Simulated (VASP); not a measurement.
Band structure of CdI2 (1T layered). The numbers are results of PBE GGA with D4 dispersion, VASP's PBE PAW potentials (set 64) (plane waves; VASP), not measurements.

Unless said otherwise, spin-orbit coupling is left out, though it shifts the bands of the heavy elements here.

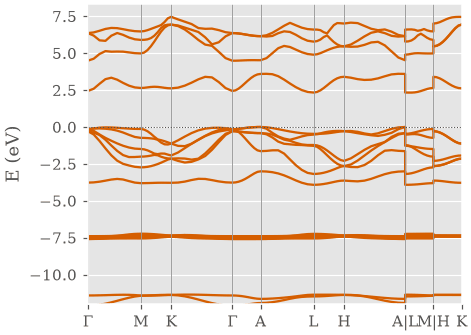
Figure: Bands along high-symmetry lines, zero at the valence-band maximum or, without a gap, the Fermi level

Q: Read the plot: is there a gap, and where are the band edges?

A: The gap is indirect, 2.33 eV, from the valence maximum at A to the conduction minimum at L-M at 0.22. (Edges off the drawn lines would not show.)

The compound is CdI2 in the 1T layered structure. It was relaxed first.
